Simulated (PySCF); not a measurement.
SMILES O=[SiH], doublet at its PBE0/def2-SVP optimised geometry (Å):

```
3

O      1.1410    -0.6728     0.0000
Si    -0.3991    -0.6728     0.0000
H     -1.1410     0.6728     0.0000
```

Level of theory: unrestricted PBE0/def2-TZVP (PySCF). Cells within 0.4 Å of a nucleus heavier than hydrogen are left out (blank, or x).

Map of the Laplacian of the electron density (e/bohr⁵), clipped to [-1.50, 1.50] on the plane z = 0.0 Å:

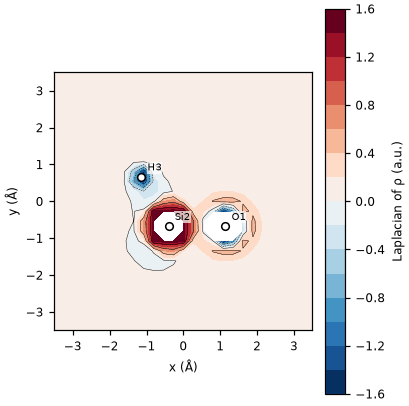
Laplacian of the electron density (e/bohr⁵), clipped to [-1.50, 1.50] on the plane z = 0.0 Å.
